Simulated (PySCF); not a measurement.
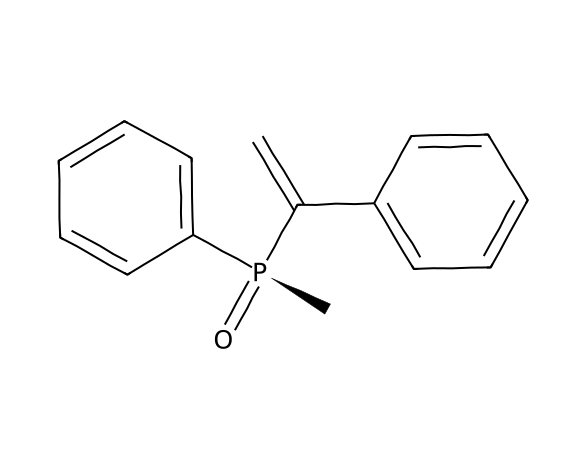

2D structure.

**Give its SMILES.**

C=C(c1ccccc1)[P@](C)(=O)c1ccccc1

**Give the formula, hydrogens included.**

C15H15OP.

**An optimisation with GFN2-xTB gave a structure of which point group?**

C1.

The parts below concern this one geometry. Atoms keep their numbers from picture to picture. Computed geometry: GFN2-xTB optimisation. No frequency run is at hand to confirm it as a minimum.

**Geometry**

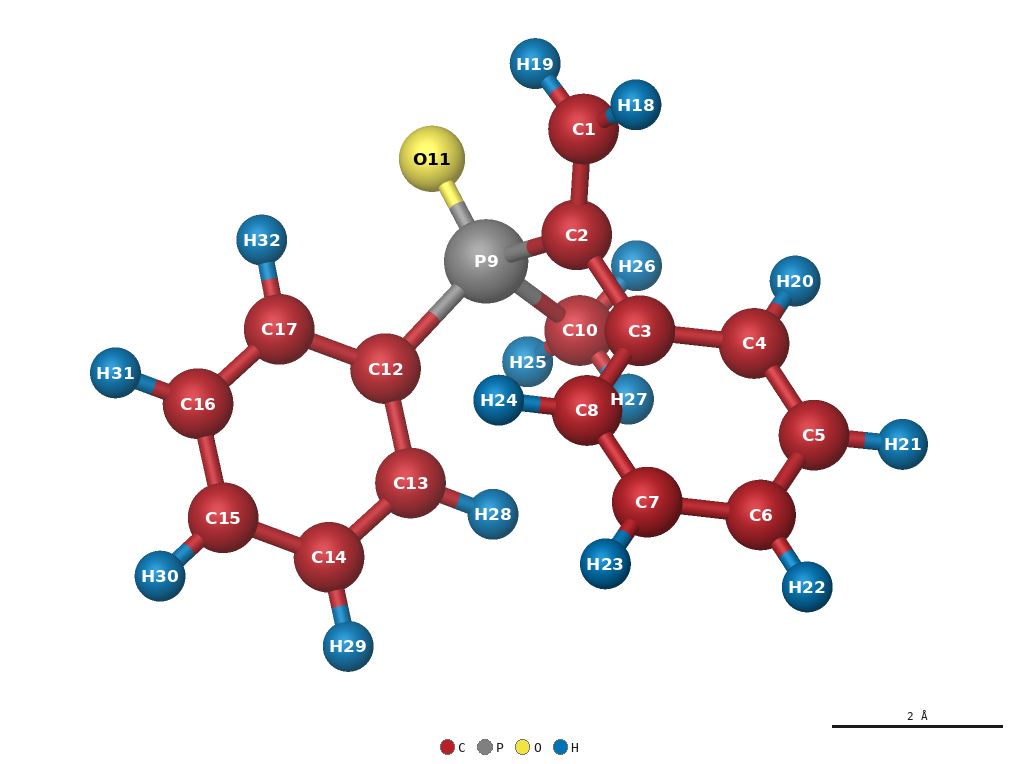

The atoms are numbered. No frequency run is at hand to confirm it as a minimum.

Estimate the angles C1–C2–C3, C2–C3–C8, C2–P9–O11, C3–C4–C5, C4–C5–C6, C6–C7–C8, C7–C6–H22, C8–C7–H23, P9–C12–C17, O11–P9–C12, C13–C14–C15, C15–C16–C17.

| angle | degrees |
| --- | --- |
| C1–C2–C3 | 125.0 |
| C2–C3–C8 | 121.1 |
| C2–P9–O11 | 113.3 |
| C3–C4–C5 | 120.4 |
| C4–C5–C6 | 120.0 |
| C6–C7–C8 | 120.3 |
| C7–C6–H22 | 120.2 |
| C8–C7–H23 | 119.6 |
| P9–C12–C17 | 115.8 |
| O11–P9–C12 | 113.3 |
| C13–C14–C15 | 120.3 |
| C15–C16–C17 | 119.7 |

**NMR shielding**

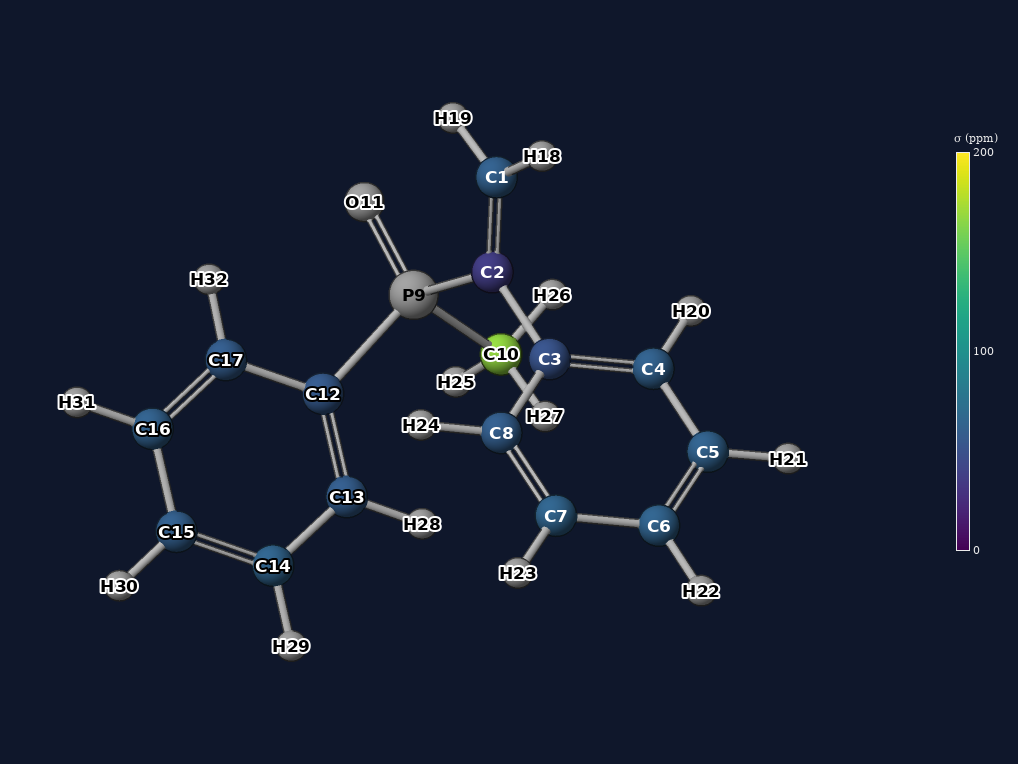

Atoms are coloured by their isotropic NMR shieldings (C only, the others grey). No frequency run is at hand to confirm it as a minimum. Level of theory: GIAO KT3/pcSseg-1 NMR shielding, non-relativistic, gas phase (PySCF 2.14.0).

**Which C atom is the most shielded (lowest chemical shift)?**

C10 (167.6 ppm).

**Which C atom is the least shielded (highest chemical shift)?**

C2 (36.7 ppm).

**How wide is the range of C shifts?**

130.9 ppm.

List the isotropic NMR shieldings of the C atoms.

```tsv
atom	σ (ppm)
C1	61.7
C2	36.7
C3	52.0
C4	61.8
C5	62.9
C6	63.7
C7	64.3
C8	59.9
C10	167.6
C12	56.8
C13	58.9
C14	64.8
C15	60.3
C16	62.2
C17	59.0
```

**Electronic properties**

No frequency run is at hand to confirm it as a minimum. Level of theory: KT3/pcSseg-1, gas phase (PySCF 2.14.0).

**What is the HOMO–LUMO gap?**

4.20 eV.

**Estimate the dipole moment.**

3.81 D.

**What is the HOMO energy (Kohn–Sham orbital)?**

−6.01 eV.

**Ring current**

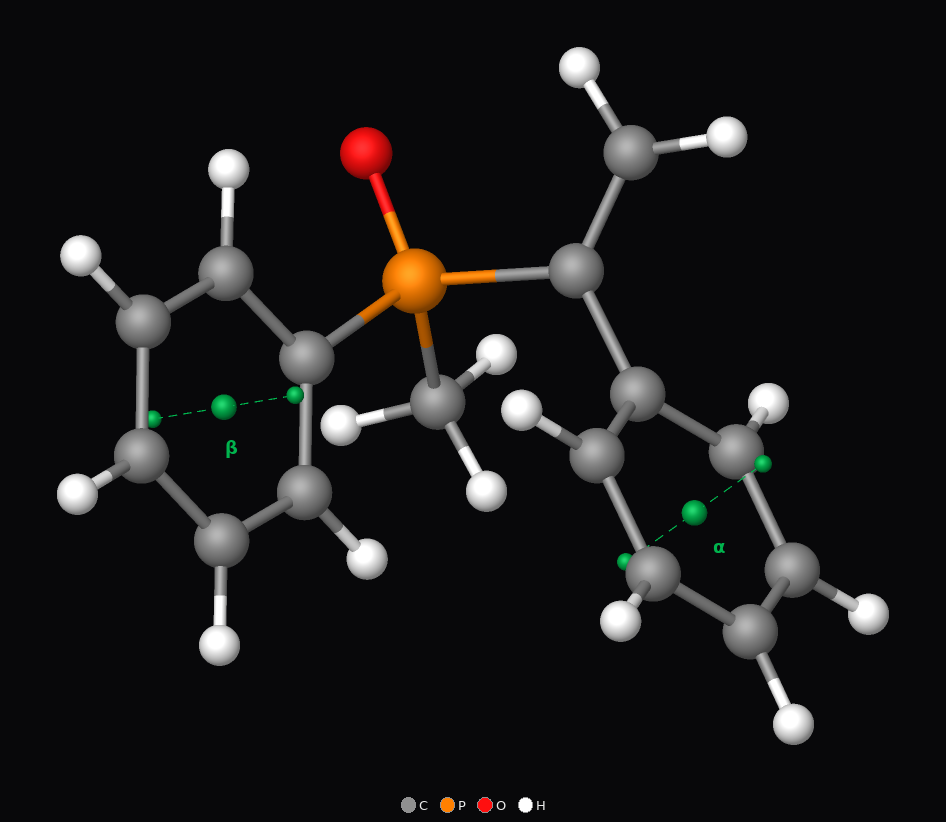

The small points mark where nucleus-independent chemical shifts (NICS) were computed: at the centre of each lettered ring and 1 Å above and below it. No frequency run is at hand to confirm it as a minimum. Properties computed with GIAO KT3/pcSseg-1 NMR shielding, non-relativistic, gas phase (PySCF 2.14.0).

Give NICS(0), NICS(1) and the out-of-plane component NICS(1)zz for each ring (means of the two sides).

```json
{"ring": "α", "members": "C6", "NICS(0)": "−8.7", "NICS(1)": "−10.7", "NICS(1)zz": "−27.9"}
{"ring": "β", "members": "C6", "NICS(0)": "−8.3", "NICS(1)": "−10.7", "NICS(1)zz": "−27.7"}
```

Values in ppm.

**What do the values say about the ring currents?**

Ring α: diatropic, as in an aromatic ring. Ring β: diatropic, as in an aromatic ring. NICS is one index among several.

The geometry is semi-empirical. Around P such bond lengths and angles can be off by a tenth of an ångström or more and by several degrees, and values that hang on the shape move with them.
